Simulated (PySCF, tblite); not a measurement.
# Al₄H₇N₄O−, a small gas-phase stand-in for a defect centre (AlN cube): NMR shifts, core binding energies and electronic excitations, part 1 of 2

Aim: the NMR shifts, core binding energies and electronic excitations of `[O-][Al-]12[NH+]3[AlH-]4[NH+]5[AlH-]3[NH+]1[AlH-]5[NH+]42`. It is drawn as: deprotonated.

Programs: tblite 0.8.0 and PySCF 2.14.0. All values are calculated, for the isolated system unless a continuum is named. Atoms count from 0, parts from 1.

## (1) The system as given

16 atoms, charge -1, multiplicity 1; geometry: distance geometry start.

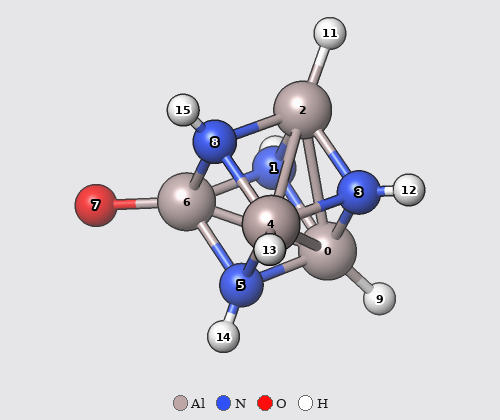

The starting geometry (aluminium light grey, nitrogen blue, oxygen red, hydrogen white), atoms numbered.

## (2) Relaxing the cluster with GFN2-xTB

What the job is given:

```
{"job": {"kind": "relax", "xc": "GFN2-xTB", "basis": "xTB"}, "charge": -1, "multiplicity": 1}
Al     0.046622    -0.800399     0.334918
N      1.405507     0.415340     0.971305
Al     0.039894     1.392768     1.935022
N     -1.319004     0.142395     1.346962
Al    -1.629503     1.273894    -0.194217
N     -0.290171     0.289272    -1.216368
Al     1.067877     1.530469    -0.598241
O      2.324239     2.271488    -1.601243
N     -0.298603     2.540890     0.392782
H      0.149563    -2.278937     0.340099
H      2.270594     0.165143     1.306608
H      0.178574     1.872248     3.320016
H     -2.009758    -0.262520     1.907238
H     -2.944172     1.636436    -0.712147
H     -0.395469    -0.032205    -2.143441
H     -0.382227     3.485291     0.423248
```

Level: GFN2-xTB geometry optimisation, gas phase.

Command:

```sh
> OMP_NUM_THREADS=1 python cluster_run.py task.json out
```

The driver reads the jobs from task.json and runs them one after another.

Standard output:

```text
step      E/eV     max force
  0    -655.75629    6.754
  1    -656.76151    1.914
  2    -656.87235    2.113
  3    -656.93667    0.506
  4    -656.96801    0.467
  5    -656.99224    0.323
  6    -657.00070    0.234
  7    -657.00525    0.112
  8    -657.00687    0.144
  9    -657.00775    0.115
 10    -657.00826    0.060
 11    -657.00882    0.064
 12    -657.00939    0.070
 13    -657.00981    0.053
 14    -657.01001    0.026
 15    -657.01013    0.028
 16    -657.01029    0.038
 17    -657.01048    0.038
 18    -657.01062    0.025
 19    -657.01069    0.019
 20    -657.01073    0.019
 21    -657.01078    0.021
 22    -657.01082    0.018
 23    -657.01086    0.013
 24    -657.01088    0.013
 25    -657.01090    0.016
 26    -657.01092    0.014
 27    -657.01094    0.008
 28    -657.01094    0.006
```

It took 0.67 s on 1 thread of Arm Neoverse V2, shared host.

Relaxation path:

```tsv
step	energy from step 0 (eV)	largest force (eV/Å)
0	0.0000	6.7548
1	-1.0052	1.9137
2	-1.1161	2.1120
3	-1.1804	0.5064
4	-1.2117	0.4668
5	-1.2360	0.3231
6	-1.2444	0.2344
7	-1.2490	0.1116
8	-1.2506	0.1439
9	-1.2515	0.1154
10	-1.2520	0.0604
11	-1.2525	0.0643
12	-1.2531	0.0704
13	-1.2535	0.0522
14	-1.2537	0.0257
15	-1.2538	0.0278
16	-1.2540	0.0378
17	-1.2542	0.0375
18	-1.2543	0.0242
19	-1.2544	0.0193
20	-1.2544	0.0193
21	-1.2545	0.0207
22	-1.2545	0.0186
23	-1.2546	0.0132
24	-1.2546	0.0130
25	-1.2546	0.0157
26	-1.2546	0.0146
27	-1.2546	0.0084
28	-1.2546	0.0059
```

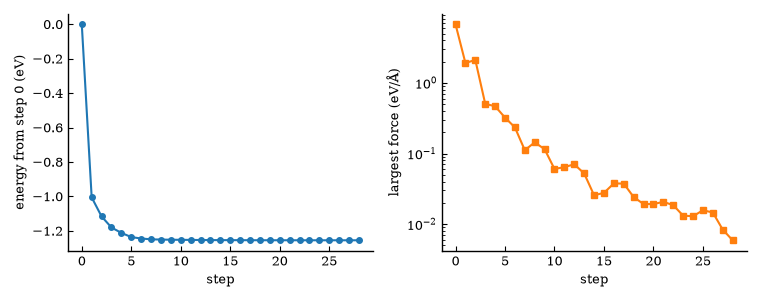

Energy and force, step by step.

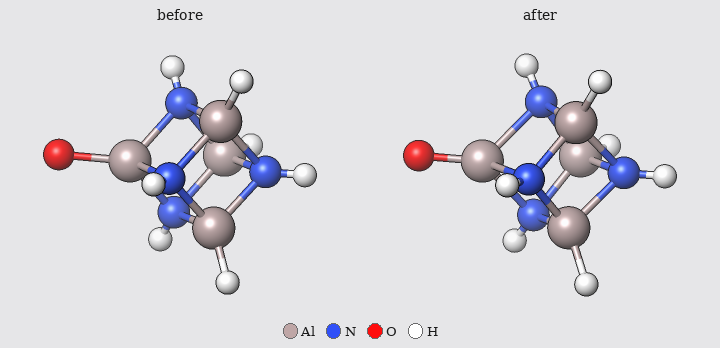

The geometry before (left) and after (right).

Close pairs (by a distance rule), those that changed most:

```tsv
bond	before (Å)	after (Å)	change (Å)
Al6–O7	1.770	1.580	-0.190
N5–Al6	1.941	2.106	+0.165
N1–Al6	1.955	2.106	+0.151
Al6–N8	1.967	2.106	+0.139
Al4–H13	1.459	1.541	+0.082
Al2–H11	1.472	1.541	+0.069
Al0–Al6	2.710	2.777	+0.067
N8–H15	0.949	1.015	+0.066
```

## (3) Relaxing the molecule at PBE0-D3(BJ)/def2-SVP

What the job is given:

```
{"job": {"xc": "PBE0", "basis": "def2-SVP", "d3": "d3bj", "grid": 2, "kind": "geom", "shake": 0.01}, "charge": -1, "multiplicity": 1}
Al     0.188417    -1.645253    -0.032736
N      1.508935    -0.494578     0.669641
Al     0.154261     0.542458     1.516351
N     -1.202230    -0.716958     0.998068
Al    -1.464649     0.416128    -0.591076
N     -0.249497    -0.614998    -1.596481
Al     1.271170     0.732911    -1.022404
O      2.396618     1.391809    -1.932748
N     -0.241427     1.714303     0.106911
H      0.252027    -3.160853    -0.007327
H      2.468656    -0.682309     0.939177
H      0.276015     1.012239     2.997553
H     -1.983193    -1.128691     1.575434
H     -2.898382     0.778444    -1.058223
H     -0.250599    -0.891960    -2.574507
H     -0.237574     2.735990     0.034512
```

Standard output:

```text
step   0  E = -1267.30658826  max force = 0.032081
step   1  E = -1267.32097637  max force = 0.011091
step   2  E = -1267.32281213  max force = 0.004958
step   3  E = -1267.32298945  max force = 0.002627
step   4  E = -1267.32302388  max force = 0.001094
step   5  E = -1267.32304883  max force = 0.000901
step   6  E = -1267.32306012  max force = 0.001336
step   7  E = -1267.32307724  max force = 0.001270
step   8  E = -1267.32308490  max force = 0.000606
step   9  E = -1267.32308800  max force = 0.000249
optimisation converged
```

Wall time 3.4 min (1 thread of Arm Neoverse V2, shared host); peak memory 0.93 GiB.

Relaxation path:

```tsv
step	energy from step 0 (eV)	largest force component (eV/Å)
0	0.0000	1.6497
1	-0.3915	0.5703
2	-0.4415	0.2550
3	-0.4463	0.1351
4	-0.4472	0.0563
5	-0.4479	0.0463
6	-0.4482	0.0687
7	-0.4487	0.0653
8	-0.4489	0.0312
9	-0.4490	0.0128
```

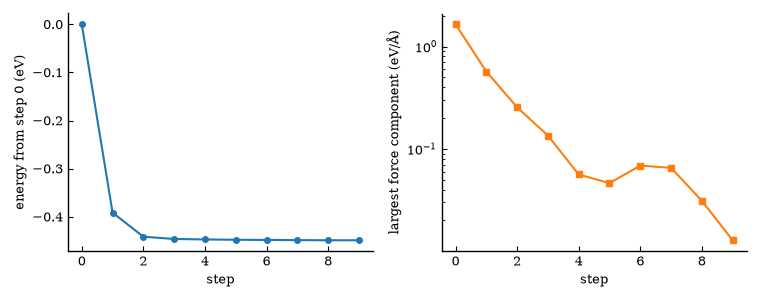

Energy and force, step by step.

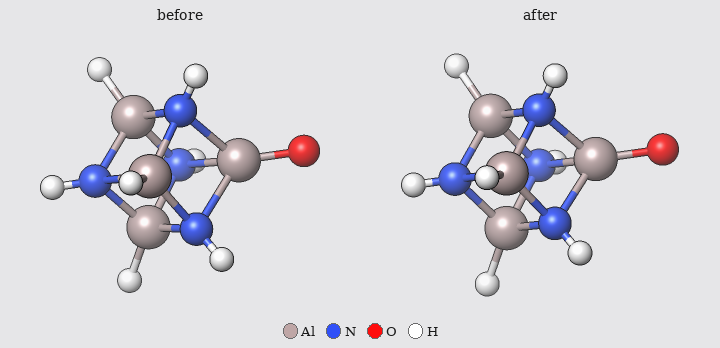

The geometry before (left) and after (right).

Distances of close pairs at the start and the end, largest changes first:

```tsv
bond	before (Å)	after (Å)	change (Å)
Al6–N8	2.128	2.026	-0.102
N5–Al6	2.112	2.025	-0.087
Al0–H9	1.517	1.603	+0.086
N1–Al6	2.104	2.025	-0.079
Al2–Al4	2.660	2.734	+0.074
Al4–H13	1.551	1.603	+0.052
Al0–Al2	2.681	2.733	+0.052
Al6–O7	1.590	1.637	+0.047
```

The next job starts from the end point, and lists it.

```tsv
at the end point	value
point group (found at 0.08 Å tolerance)	C3v
rotational constants (GHz, main isotopes)	1.423, 0.974, 0.973
```

## (4) NMR shieldings: PBE0/aug-pcSseg-1

What the job is given:

```
{"job": {"kind": "nmr", "xc": "PBE0", "basis": "aug-pcSseg-1"}, "charge": -1, "multiplicity": 1}
Al     0.196214    -1.661206     0.006647
N      1.478787    -0.412625     0.648718
Al     0.142291     0.585676     1.561279
N     -1.187488    -0.701094     0.972452
Al    -1.512439     0.382191    -0.605761
N     -0.188978    -0.617195    -1.534839
Al     1.230009     0.727486    -1.006397
O      2.378142     1.410349    -1.952775
N     -0.245314     1.647704     0.033144
H      0.331029    -3.257820     0.052757
H      2.445383    -0.569781     0.913241
H      0.228222     1.106564     3.074917
H     -1.898355    -1.125799     1.558333
H     -2.990152     0.709898    -1.133379
H     -0.164402    -0.888584    -2.511935
H     -0.252582     2.658372    -0.053530
```

Method: GIAO PBE0/aug-pcSseg-1 NMR shielding, non-relativistic, gas phase.

Standard output:

```text
coarse grid: 16176 points
cycle   1  E = -1267.3027143723  dE =  1.185e+00  |g| = 1.424e+00  |ddm| = 2.805e+01
cycle   2  E = -1257.0722972863  dE =  1.023e+01  |g| = 3.181e+00  |ddm| = 3.422e+02
cycle   3  E = -1267.0568356767  dE = -9.985e+00  |g| = 1.655e+00  |ddm| = 3.421e+02
cycle   4  E = -1267.3351288327  dE = -2.783e-01  |g| = 1.253e+00  |ddm| = 1.329e+00
cycle   5  E = -1267.6709255763  dE = -3.358e-01  |g| = 5.880e-01  |ddm| = 5.114e+00
cycle   6  E = -1267.7281761046  dE = -5.725e-02  |g| = 3.844e-01  |ddm| = 3.298e+00
cycle   7  E = -1267.7564471122  dE = -2.827e-02  |g| = 1.034e-01  |ddm| = 2.112e+00
cycle   8  E = -1267.7587014474  dE = -2.254e-03  |g| = 1.557e-02  |ddm| = 5.374e-01
cycle   9  E = -1267.7587116308  dE = -1.018e-05  |g| = 1.431e-02  |ddm| = 1.598e-01
cycle  10  E = -1267.7587536658  dE = -4.204e-05  |g| = 1.929e-03  |ddm| = 4.578e-02
cycle  11  E = -1267.7587544149  dE = -7.491e-07  |g| = 4.035e-04  |ddm| = 3.063e-02
final grid: 140344 points
cycle  12  E = -1267.8061706073  dE = -4.125e-06  |g| = 1.371e-02  |ddm| = 3.982e-01
cycle  13  E = -1267.8060235478  dE =  1.471e-04  |g| = 3.011e-02  |ddm| = 1.030e-01
cycle  14  E = -1267.8062061886  dE = -1.826e-04  |g| = 3.710e-03  |ddm| = 6.635e-02
cycle  15  E = -1267.8062089878  dE = -2.799e-06  |g| = 2.612e-04  |ddm| = 1.034e-02
cycle  16  E = -1267.8062090003  dE = -1.245e-08  |g| = 4.664e-05  |ddm| = 3.154e-03
cycle  17  E = -1267.8062090006  dE = -3.333e-10  |g| = 2.509e-05  |ddm| = 9.226e-04
converged SCF energy = -1267.8062090006

GIAO shielding tensors (ppm)
atom      isotropic    diamagn.    paramagn.     s11        s22        s33       span
  0 Al     445.622     798.824    -353.202    422.624    427.070    487.172     64.547
  1 N      199.958     375.212    -175.254    192.355    196.579    210.939     18.585
  2 Al     445.513     798.841    -353.328    422.627    426.903    487.007     64.380
  3 N      214.640     384.204    -169.563    210.181    216.775    216.964      6.783
  4 Al     445.731     798.766    -353.035    422.936    426.865    487.392     64.456
  5 N      199.945     375.320    -175.375    192.163    196.554    211.120     18.957
  6 Al     482.663     802.050    -319.387    407.952    408.029    632.008    224.056
  7 O      203.360     386.320    -182.961    162.103    162.319    285.657    123.554
  8 N      199.940     375.230    -175.290    192.303    196.522    210.995     18.692
  9 H       26.720      30.296      -3.576     23.521     23.655     32.986      9.465
 10 H       30.836      33.493      -2.657     25.024     26.144     41.340     16.316
 11 H       26.719      30.298      -3.578     23.521     23.653     32.984      9.463
 12 H       31.299      38.799      -7.500     25.740     25.751     42.407     16.667
 13 H       26.721      30.289      -3.568     23.519     23.655     32.988      9.468
 14 H       30.830      33.520      -2.690     25.011     26.156     41.324     16.313
 15 H       30.834      33.516      -2.682     25.017     26.154     41.331     16.314
```

It took 91 s on 1 thread of Arm Neoverse V2, shared host; peak memory 1.5 GiB.

No reference compound was run at this level, so shieldings alone are listed. Atoms listed in one row are averaged.

```tsv
atoms	environment	σ (ppm)
H9, H11, H13		26.72
H10, H14, H15	hydrogen on a nitrogen bonded to 3 Al	30.83
H12	hydrogen on a nitrogen bonded to 3 Al	31.30
Al0, Al2, Al4		445.6
Al6		482.7
N1, N5, N8	nitrogen bonded to 3 Al, H	199.9
N3	nitrogen bonded to 3 Al, H	214.6
O7	oxygen bonded to Al	203.4
```

The run also stored atomic charges by several schemes (e):

```tsv
atoms	IAO	Hirshfeld	ESP fit
Al0, Al2, Al4	0.87	0.41	0.74
N1, N5, N8	-1.00	-0.41	-0.77
N3	-0.99	-0.42	-0.86
Al6	0.98	0.33	0.97
O7	-0.99	-0.71	-1.10
```

IAO charges:

Al0 0.87; N1 -1.00; Al2 0.87; N3 -0.99; Al4 0.87; N5 -1.00; Al6 0.98; O7 -0.99; N8 -1.00; H9 -0.23; H10 0.27; H11 -0.23; H12 0.26; H13 -0.23; H14 0.27; H15 0.27

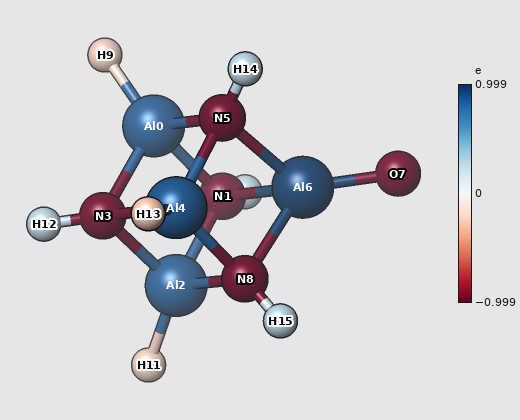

IAO charges, as colours on the atoms.

Mulliken charges and Mayer bond orders break down with diffuse functions, so they are left out here.

With diffuse functions Mulliken charges and Mayer bond orders lose their meaning; the other schemes are steadier.

Ring of atoms Al0, N1, Al2, N3: NICS(0) -4.9, NICS(1) -1.7, NICS(1)zz -1.2 ppm (means of both faces).

Ring of atoms Al0, N1, N5, Al6: NICS(0) -4.4, NICS(1) -1.7, NICS(1)zz -1.0 ppm (means of both faces).

Ring of atoms Al0, N3, Al4, N5: NICS(0) -4.9, NICS(1) -1.7, NICS(1)zz -1.2 ppm (means of both faces).

Orbitals, density, ELF and potential are computed afterwards from the orbital file.

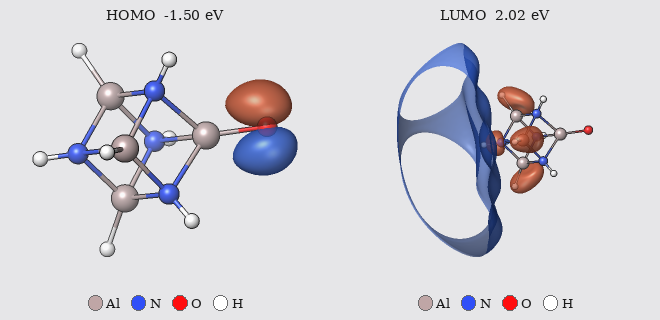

Frontier orbitals at PBE0/aug-pcSseg-1; each surface holds 70 % of the orbital's density, blue and red mark the sign. The LUMO is diffuse and is cut off by the edge of the grid.

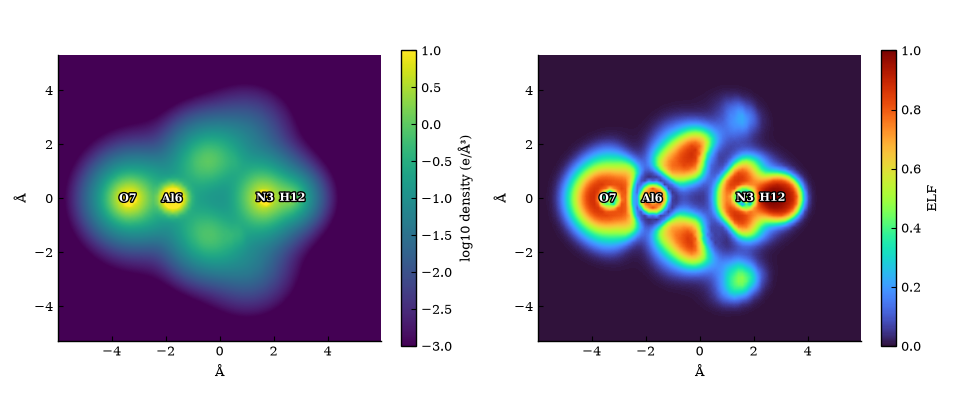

Density (left) and ELF (right) in a plane through or near 4 of the atoms.

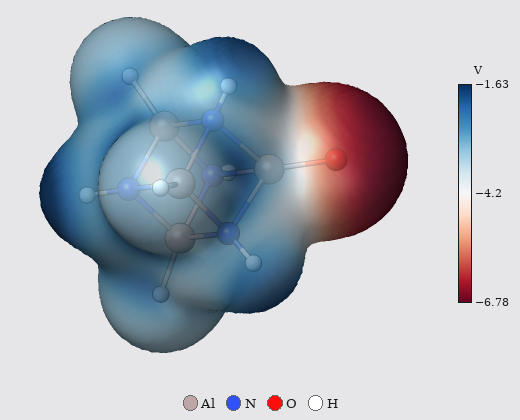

Electrostatic potential on the surface of density 0.002 e/bohr³; red is low, blue high. It runs from -6.78 V near O7 to -1.63 V near H12.

(Continued in part 2 of 2.)
